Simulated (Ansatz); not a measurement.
# CAM-B3LYP/STO-3G run of BClO (boron chloride oxide)

Aim: the electronic atomisation energy of BClO (boron chloride oxide) at CAM-B3LYP/STO-3G, from 4 runs. 

The calculation is run with Ansatz 0.2.0.

61 further runs of the same task are left out: 15 that didn't finish, 46 set aside as unsound or not needed.

**1. Starting point**

The species is BClO (3 atoms), meant as a singlet with charge 0. As SMILES, `O=BCl`. The coordinates come from a GFN2-xTB relaxation.

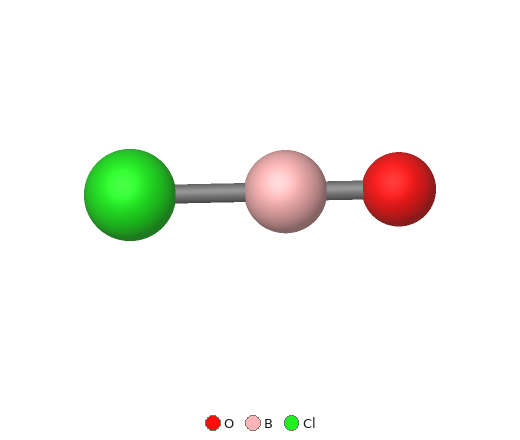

Viewed from a chosen angle; oxygen red, boron pink, chlorine green.

**2. A single-point energy at CAM-B3LYP/STO-3G**

Contents of input.yaml:

```yaml
crystal:
  periodic: [false, false, false]
  atoms:
    - symbol: O
      position_ang: [1.019560, 0.606200, 0.626990]
    - symbol: B
      position_ang: [0.113080, 0.066620, 0.069470]
    - symbol: Cl
      position_ang: [-1.132640, -0.672810, -0.696460]
basis:
  gaussian: {orbitals: STO-3G}
hamiltonian: {xc: {name: CAM-B3LYP}}
accuracy: high
```

On the command line:

```bash
$ ansatz run input.yaml --threads 1 --pin off --max-ram 2610MiB --events-out events.jsonl --progress --plain --runs-dir runs
```

Standard output:

```text
Warning: RAYON_NUM_THREADS=1 ignored (pool sized by the plan → 1); use --threads N
Functional definition: CAM-B3LYP
  name "CAM-B3LYP"
  parameter alpha = 0.19
  parameter beta = 0.46
  parameter omega = 0.33/bohr
  parameter ac = 0.81
  exchange = (1 - alpha - beta)*b88_x + beta*b88_x_sr(omega) + alpha*exact_x + beta*exact_x_lr(omega)
  correlation = (1 - ac)*vwn5_c + ac*lyp_c
323 factors; integrals over basis functions are off by at most 2.9e-8 eV
138 factors; integrals over basis functions are off by at most 7.2e-10 eV
mean field evaluation 1: about -15069.2222 eV, gradient 3.3e1 eV
mean field evaluation 2: about -15061.4764 eV, gradient 7.0e1 eV
mean field evaluation 4: about -15072.7865 eV, gradient 1.1e0 eV
mean field evaluation 8: about -15072.7656 eV, gradient 8.0e-4 eV
mean field evaluation 16: about -15072.7656 eV, gradient 5.8e-8 eV
mean field -15072.76557716 eV, -553.9139182732 hartree, gradient 5.8e-8 eV, S^2 0.000000; 0 other end points of the search recorded, 0 dependent functions left out
reference -15072.76558770 eV, -553.9139186605 hartree; 15, 15 occupied and 4, 4 virtual orbitals, 323 factors
Total energy: -15072.76558770 eV, -553.9139186605 hartree
```

It took 0.89 s on 1 thread of Arm Neoverse V1, shared host.

**3. The B atom, same level**

Contents of input.yaml:

```yaml
crystal:
  periodic: [false, false, false]
  atoms:
    - symbol: B
      position_ang: [0.000000, 0.000000, 0.000000]
basis:
  gaussian: {orbitals: STO-3G}
magnetization: {spin_polarized: true, initial_magnetization: 1}
hamiltonian: {xc: {name: CAM-B3LYP}}
accuracy: high
```

Run the same way, it converges to -24.25659 Eh (log not shown).

**4. The Cl atom**

Contents of job.yaml:

```yaml
crystal:
  periodic: [false, false, false]
  atoms:
    - symbol: Cl
      position_ang: [0.000000, 0.000000, 0.000000]
basis:
  gaussian: {orbitals: STO-3G}
magnetization: {spin_polarized: true, initial_magnetization: 1}
hamiltonian: {xc: {name: CAM-B3LYP}}
accuracy: high
```

Run the same way, it converges to -455.11187 Eh (log not shown).

**5. The O atom, same level**

Contents of molecule.yaml:

```yaml
crystal:
  periodic: [false, false, false]
  atoms:
    - symbol: O
      position_ang: [0.000000, 0.000000, 0.000000]
basis:
  gaussian:
    orbitals: STO-3G
magnetization:
  spin_polarized: true
  initial_magnetization: 2
hamiltonian:
  xc: {name: CAM-B3LYP}
accuracy: high
```

On the command line:

```bash
$ ansatz run molecule.yaml --threads 1 --pin off --max-ram 2610MiB --events-out events.jsonl --progress --plain --runs-dir runs
```

Standard output, shortened:

```text
Warning: RAYON_NUM_THREADS=1 ignored (pool sized by the plan → 1); use --threads N
[... 8 set-up lines as earlier in the session ...]
15 factors; integrals over basis functions are off by at most 1.1e-9 eV
15 factors; integrals over basis functions are off by at most 3.2e-10 eV
mean field evaluation 1: about -2013.8448 eV, gradient 7.5e-12 eV
mean field evaluation 2: about -2013.8454 eV, gradient 9.8e-12 eV
mean field -2013.84542189 eV, -74.0074542210 hartree, gradient 0.0e0 eV, S^2 2.000000; 0 other end points of the search recorded, 0 dependent functions left out
reference -2013.84542680 eV, -74.0074544013 hartree; 5, 3 occupied and 0, 2 virtual orbitals, 15 factors
Total energy: -2013.84542680 eV, -74.0074544013 hartree
```

Run time: 0.24 s. Hardware: 1 thread of Arm Neoverse V1, shared host.

**6. What came out**

At CAM-B3LYP/STO-3G:

| quantity | value |
| --- | --- |
| molecule: total energy | -553.91392 Eh |
| B atom: total energy | -24.25659 Eh |
| B atom: ⟨S²⟩ | 0.750 |
| Cl atom: total energy | -455.11187 Eh |
| Cl atom: ⟨S²⟩ | 0.750 |
| O atom: total energy | -74.00745 Eh |
| O atom: ⟨S²⟩ | 2.000 |
| electronic atomisation energy | 14.640 eV |

What this shows: Taking the molecule apart into free atoms costs 14.64 eV (338 kcal/mol), before zero-point energy and without spin-orbit coupling. In a minimal basis such a difference can be off by several eV, whatever the method.
